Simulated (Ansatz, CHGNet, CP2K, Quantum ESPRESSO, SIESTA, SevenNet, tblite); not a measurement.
# Running P2_1/m (COD entry) CsBC2F8, displaced supercell (96 atoms) with CP2K

Wanted: CP2K inputs and outputs for P2_1/m (COD entry) CsBC2F8, displaced supercell (96 atoms), checked against a plane-wave reference.

Calculated with CP2K 2026.2; the method is named at each step.

**1. Starting point**

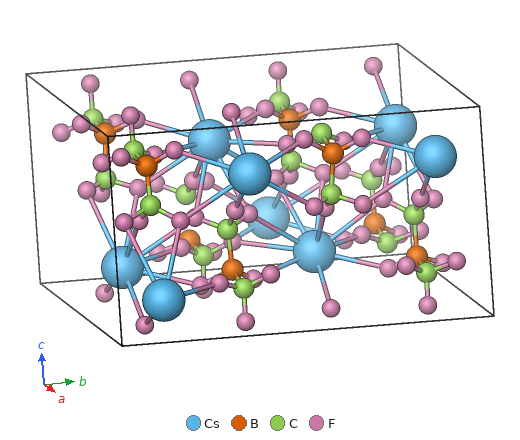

Start, viewed slightly off an axis; caesium blue, boron orange, carbon green, fluorine pink. Some periodic images of atoms are drawn too.

The cell holds 96 atoms: 8 Cs, 8 B, 16 C and 64 F. Cell: a = 11.916 Å, b = 15.256 Å, c = 8.300 Å, α = 90.0°, β = 100.5°, γ = 90.0°. It derives from CsBC2F8 (P2_1/m (measured, COD)), repeated 2×2×1. P2_1/m (COD entry) CsBC2F8 (cell 5.958, 7.628, 8.3, 90, 100.5, 90), 2 x 2 x 1 conventional cells; every coordinate displaced by a Gaussian of 0.05 Å. Then every atom was moved at random, 0.05 Å r.m.s. a Cartesian component.

The yardstick, on the same geometry:

| Item | Value |
| --- | --- |
| method | Kohn-Sham DFT, PBE, PAW, plane waves (Ansatz 0.2.0); cutoff 420 eV, Γ point, fermi-dirac smearing of 0.05 eV; PAW set soft_2 |
| r.m.s. force component | 2.544 eV/Å |
| longest force | 17.36 eV/Å |
| pressure | 5.854 GPa |
| gap (highest filled to lowest empty level) | 4.789 eV |
| SCF cycles | 9 |
| time | 22 s on 4 threads of Arm Neoverse V2, shared host |
| CPU time | 84 s |

**2. PBE, DZVP-MOLOPT-SR, 600/50 Ry, diagonalisation**

Method: Kohn-Sham DFT, PBE, GTH-PBE pseudopotentials, Gaussian and plane waves, DZVP-MOLOPT-SR-GTH, diagonalisation.

input.inp reads:

```
&GLOBAL
  PROJECT cell
  RUN_TYPE ENERGY_FORCE
  PRINT_LEVEL LOW
&END GLOBAL
&FORCE_EVAL
  METHOD QS
  STRESS_TENSOR ANALYTICAL
  &DFT
    BASIS_SET_FILE_NAME BASIS_MOLOPT
    POTENTIAL_FILE_NAME GTH_POTENTIALS
    &MGRID
      CUTOFF 600
      REL_CUTOFF 50
      NGRIDS 5
    &END MGRID
    &QS
      EPS_DEFAULT 1.0E-12
    &END QS
    &SCF
      SCF_GUESS ATOMIC
      EPS_SCF 1.0E-06
      MAX_SCF 200
      ADDED_MOS 54
      &DIAGONALIZATION
        ALGORITHM STANDARD
      &END DIAGONALIZATION
      &SMEAR ON
        METHOD FERMI_DIRAC
        ELECTRONIC_TEMPERATURE [K] 580
      &END SMEAR
      &MIXING
        METHOD BROYDEN_MIXING
        ALPHA 0.15
        NBROYDEN 8
      &END MIXING
      &PRINT
        &RESTART OFF
        &END RESTART
      &END PRINT
    &END SCF
    &XC
      &XC_FUNCTIONAL PBE
      &END XC_FUNCTIONAL
    &END XC
    &PRINT
      &MULLIKEN ON
      &END MULLIKEN
      &HIRSHFELD ON
        SHAPE_FUNCTION DENSITY
      &END HIRSHFELD
      &MO ON
        EIGENVALUES T
        OCCUPATION_NUMBERS T
        MO_INDEX_RANGE 293 316
        &EACH
          QS_SCF 0
        &END EACH
        ADD_LAST NUMERIC
      &END MO
    &END PRINT
  &END DFT
  &SUBSYS
    &CELL
      A 11.91600 0.00000 0.00000
      B 0.00000 15.25600 0.00000
      C -1.51250 0.00000 8.16072
    &END CELL
    &TOPOLOGY
      COORD_FILE_NAME structure.xyz
      COORD_FILE_FORMAT XYZ
    &END TOPOLOGY
    &KIND Cs
      BASIS_SET DZVP-MOLOPT-SR-GTH-q9
      POTENTIAL GTH-PBE-q9
    &END KIND
    &KIND B
      BASIS_SET DZVP-MOLOPT-SR-GTH-q3
      POTENTIAL GTH-PBE-q3
    &END KIND
    &KIND C
      BASIS_SET DZVP-MOLOPT-SR-GTH-q4
      POTENTIAL GTH-PBE-q4
    &END KIND
    &KIND F
      BASIS_SET DZVP-MOLOPT-SR-GTH-q7
      POTENTIAL GTH-PBE-q7
    &END KIND
  &END SUBSYS
  &PRINT
    &FORCES ON
    &END FORCES
    &STRESS_TENSOR ON
    &END STRESS_TENSOR
  &END PRINT
&END FORCE_EVAL
```

structure.xyz reads:

```xyz
96

Cs 11.53839 1.84948 1.63492
Cs 4.70598 5.73824 6.32129
B 2.88138 1.97703 6.51944
B 1.57111 5.70422 1.61191
C 3.36193 1.83606 4.79720
C 1.26695 5.68927 3.41567
C 1.35344 1.91387 6.79502
C 3.22951 5.80842 1.34995
F 0.60569 3.06386 6.36756
F 3.74863 6.88412 1.94951
F 3.76912 4.75728 1.87558
F 0.63108 0.80811 6.17465
F 2.58453 1.91219 0.00155
F 1.80032 5.77150 8.15917
F 2.23780 1.94026 3.97411
F 2.34354 5.69751 4.19820
F 3.87514 3.00848 4.44041
F 0.38359 6.74300 3.68905
F 0.49847 4.67657 3.77711
F 3.98734 0.87966 4.54609
F 3.38880 3.12977 7.10431
F 1.05483 6.80555 0.96166
F 0.91189 4.58733 1.07134
F 3.51213 0.83038 7.13582
Cs -0.19018 9.44590 1.85934
Cs 4.68678 13.37631 6.32138
B 2.80570 9.56429 6.46101
B 1.71111 13.27104 1.72705
C 3.09935 9.52173 4.86379
C 1.23834 13.31635 3.39323
C 1.32052 9.57741 6.86268
C 3.25104 13.34244 1.27430
F 0.63585 10.56188 6.24344
F 4.01656 14.47154 1.84440
F 3.82787 12.14164 1.81837
F 0.55405 8.50171 6.22377
F 1.01003 9.62120 8.06410
F 1.75108 13.32779 8.11045
F 2.17213 9.68603 4.06543
F 2.23851 13.34488 4.09562
F 3.97391 10.59331 4.46685
F 0.47167 14.38244 3.70758
F 0.49832 12.29634 3.70333
F 4.12657 8.55221 4.43976
F 3.35387 10.64259 7.00671
F 1.04132 14.45430 1.05453
F 0.99897 12.21121 0.99626
F 3.53130 8.37982 7.14879
Cs 5.75775 1.79090 1.73301
Cs 10.47665 5.76631 6.20500
B 8.83757 2.00189 6.48165
B 7.48344 5.81604 1.68731
C 9.21484 2.02706 4.95462
C 7.26251 5.69979 3.28053
C 7.24843 1.93004 6.76785
C 9.18271 5.78736 1.30066
[... 36 atom lines left out ...]
F 9.32924 10.70102 7.02483
F 7.06968 14.55072 1.17767
F 7.06400 12.32075 1.13695
F 9.25593 8.35434 7.13622
```

The run is started by

```bash
$ OMP_NUM_THREADS=1 mpirun -np 4 cp2k.psmp -i input.inp > output.txt
```

Numbers of over 12 decimals in the logs are rounded to 6 here.

Output:

```text
CP2K| version string:                                       CP2K version 2026.2
 CP2K| Input file name                                                 input.inp
 GLOBAL| Basis set file name                                        BASIS_MOLOPT
 GLOBAL| Potential file name                                      GTH_POTENTIALS
 GLOBAL| Run type                                                   ENERGY_FORCE
 GLOBAL| Total number of message passing processes                             4
 GLOBAL| Number of threads for this process                                    1
 TOTAL NUMBERS AND MAXIMUM NUMBERS
  Total number of            - Atomic kinds:                                   4
                             - Atoms:                                         96
                             - Shell sets:                                    96
                             - Shells:                                       488
                             - Primitive Cartesian functions:                480
                             - Cartesian basis functions:                   1352
                             - Spherical basis functions:                   1256
  Maximum angular momentum of- Orbital basis functions:                        2
                             - Local part of the GTH pseudopotential:          2
                             - Non-local part of the GTH pseudopotential:      3
 SCF PARAMETERS         Density guess:                                    ATOMIC
                        max_scf:                                             200
                        eps_scf:                                        1.00E-06
                        added MOs                                        54    0
                        Mixing method:                            BROYDEN_MIXING
                                                charge density mixing in g-space
                        Smear method:                                FERMI_DIRAC
                        Electronic temperature [K]:                        580.0
                        Electronic temperature [a.u.]:                  1.84E-03
                        Accuracy threshold:                             1.00E-10
 Extrapolation method: initial_guess
 Number of electrons:                                                        608
 Number of occupied orbitals:                                                304
 Number of molecular orbitals:                                               358
 Number of orbital functions:                                               1256
 Number of independent orbital functions:                                   1256
 SCF WAVEFUNCTION OPTIMIZATION
  Step     Update method      Time    Convergence         Total energy    Change
     1 NoMix/Diag. 0.15E+00    2.8     1.31421674     -1830.2180462642 -1.83E+03
     2 Broy./Diag. 0.15E+00    4.3     0.07242720     -1751.2209981417  7.90E+01
     3 Broy./Diag. 0.15E+00    4.4     0.15312284     -1794.5957813936 -4.34E+01
     4 Broy./Diag. 0.15E+00    4.4     0.02467174     -1829.9134207251 -3.53E+01
[...]
25 Broy./Diag. 0.15E+00    4.4     0.00000134     -1827.7255653820  3.66E-05
    26 Broy./Diag. 0.15E+00    4.4     0.00000072     -1827.7255856610 -2.03E-05
  *** SCF run converged in    26 steps ***
  Electronic density on regular grids:       -607.9999999983        0.0000000017
  Core density on regular grids:              607.9999999997       -0.0000000003
  Total charge density on r-space grids:        0.0000000014
  Total charge density g-space grids:           0.0000000014
  Overlap energy of the core charge distribution:               1.5315e-05
  Self energy of the core charge distribution:              -4716.345083
  Core Hamiltonian energy:                                   1314.145851
  Hartree energy:                                            1936.798345
  Exchange-correlation energy:                               -362.324714
  Electronic entropic energy:                                  -0.000000
  Fermi energy:                                                 0.164334
  Total energy:                                             -1827.725586
  Total energy (extrapolated to T->0):                      -1827.725586
 MO| EIGENVALUES AND OCCUPATION NUMBERS
 MO|
 MO|  Index      Eigenvalue [a.u.]        Eigenvalue [eV]             Occupation
 MO|    293              -0.048773              -1.327179               2.000000
 MO|    294              -0.047466              -1.291617               2.000000
 MO|    295              -0.040672              -1.106749               2.000000
[...]
MO|    315               0.267203               7.270958               0.000000
 MO|    316               0.271357               7.383996               0.000000
 MO| Sum:                                                             608.000000
 MO| E(Fermi):            0.164334 a.u.          4.471767 eV
 MO| Band gap:            0.174660 a.u.          4.752748 eV
 !-----------------------------------------------------------------------------!
                     Mulliken Population Analysis
 #  Atom  Element  Kind  Atomic population                           Net charge
       1     Cs       1          8.140407                              0.859593
       2     Cs       1          8.150868                              0.849132
       3     B        2          2.885334                              0.114666
[...]
95     F        4          7.162534                             -0.162534
      96     F        4          7.343251                             -0.343251
 # Total charge                            608.000000                 -0.000000
 !-----------------------------------------------------------------------------!
 !-----------------------------------------------------------------------------!
                           Hirshfeld Charges
  #Atom  Element  Kind  Ref Charge     Population                    Net charge
      1       Cs     1       9.000          8.679                         0.321
      2       Cs     1       9.000          8.688                         0.312
      3       B      2       3.000          2.912                         0.088
[...]
95       F      4       7.000          7.133                        -0.133
     96       F      4       7.000          7.189                        -0.189
  Total Charge                                                           -0.000
 !-----------------------------------------------------------------------------!
 ENERGY| Total FORCE_EVAL ( QS ) energy [hartree]          -1827.725591
 FORCES| Atomic forces [hartree/bohr]
 FORCES|   Atom     x               y               z               |f|
 FORCES|      1  3.92778491E-03 -1.15629245E-03  7.96043167E-03   8.95170257E-03
 FORCES|      2  7.80572717E-04  2.64749957E-03  1.07319059E-04   2.76225725E-03
 FORCES|      3  3.66611032E-02 -2.25036789E-02 -4.51750493E-02   6.23797814E-02
[...]
FORCES|     95 -7.72768703E-02 -1.21469113E-01 -7.24961780E-02   1.61189813E-01
 FORCES|     96  2.33850409E-02  1.28527439E-02 -1.68660118E-02   3.15676341E-02
 FORCES| Sum    -3.06020749E-03  4.67366244E-03  9.31987282E-03
 FORCES| Total atomic force                                       1.08659109E-02
 STRESS| Analytical stress tensor [bar]
 STRESS|                        x                   y                   z
 STRESS|      x        7.17230818016E+04  -1.18487159526E+03   1.92706618073E+04
 STRESS|      y       -1.18487159526E+03   8.64392730224E+04   1.92987461995E+03
 STRESS|      z        1.92706618073E+04   1.92987461995E+03   5.32885165745E+04
 STRESS| 1/3 Trace                                             7.04836237995E+04
```

Wall time 2.1 min (4 MPI ranks of Arm Neoverse V2, shared host); peak memory 5.7 GiB; 8.4 min of CPU time.

Banners, paths, timers and routine set-up lines are dropped from the logs unmarked, and long logs keep their key lines alone; longer cuts are marked.

Compared with the plane-wave run:

```yaml
r_m_s_force_component: 2.755 eV/Å
r_m_s_difference_of_force_components: 328.5 meV/Å
longest_difference_of_force_vectors: 1610 meV/Å
force_difference_over_r_m_s_force: 12.91 %
slope_of_forces_against_the_reference_s: 1.078
correlation_of_force_components: 0.9955
spacing_of_highest_filled_and_lowest_empty_level: 4.753 eV
gap_difference: -0.0367 eV
pressure: 7.048 GPa
pressure_difference: 1.194 GPa
```

Length of the force difference by element (eV/Å):

| element | atoms | mean | most |
| --- | --- | --- | --- |
| B | 8 | 0.58 | 0.76 |
| C | 16 | 0.65 | 1.4 |
| Cs | 8 | 0.027 | 0.049 |
| F | 64 | 0.50 | 1.6 |

Levels nearest the highest filled one (eV from it): -2.61, -2.57, -2.39, -1.97, -1.81, -1.71, -1.69, -1.31, -0.80, -0.48, -0.35, 0.00, 4.75, 4.96, 5.13, 5.18, 5.42, 5.56, 5.68, 5.80, 5.86, 5.95, 5.99, 6.11.

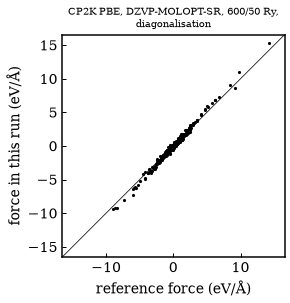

Force components against those of the reference; the line marks equality.

Local excerpt of 9 atoms (numbers count through the whole input) about F20, whose charge lies farthest from its element's mean; x, y, z are measured from there.

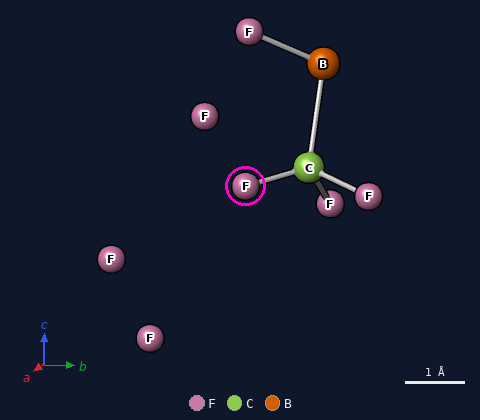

The atoms of the table, within 3.2 Å (arrows a, b, c point along x, y, z); some may hide others; the central atom is ringed.

| atom | x | y | z | distance (Å) | bonds | Hirshfeld charge (e) | Fx | Fy | Fz (eV/Å) |
| --- | --- | --- | --- | --- | --- | --- | --- | --- | --- |
| F20 | 0.00 | 0.00 | 0.00 | 0.00 | 3 | 0.02 | 6.88 | -9.27 | -3.20 |
| C5 | -0.63 | 0.96 | 0.25 | 1.17 | 4 | 0.17 | -9.24 | 9.05 | 6.34 |
| F15 | -1.75 | 1.06 | -0.57 | 2.12 | 2 | -0.13 | -1.64 | -1.32 | -0.86 |
| F17 | -0.11 | 2.13 | -0.11 | 2.13 | 3 | -0.08 | 3.49 | 2.20 | -0.74 |
| B3 | -1.11 | 1.10 | 1.97 | 2.51 | 4 | 0.09 | 1.89 | -1.16 | -2.32 |
| F24 | -0.48 | -0.05 | 2.59 | 2.63 | 3 | -0.19 | -0.05 | -0.55 | 0.03 |
| F60 | 2.60 | -0.08 | 1.67 | 3.09 | 2 | -0.10 | 0.59 | 0.52 | 0.24 |
| F90 | 2.49 | -1.75 | -0.90 | 3.17 | 3 | -0.11 | -3.19 | 3.04 | -0.96 |
| F34 | 0.03 | -1.66 | -2.70 | 3.17 | 2 | -0.10 | -0.79 | -2.15 | -1.67 |

Forces lie 13 % from the reference's, at 6.0 times its CPU time.

The forces add up to 0.56 eV/Å instead of zero, usually a sign of too coarse a grid.

[end of part 1 of 2]

[Also dropped from logs without a mark: logging warnings of Python, and SIESTA's first energy breakdown and zero terms.]

[Logs are printed without paths, hosts, clocks, repeated set-up lines and the standing remarks that a program may print on its own settings, such as how far it seeks lower states.]

[Hosts, paths, dates, database ids (printed as entryN), source tags and the programs' standing remarks are cut or masked in the printed files.]
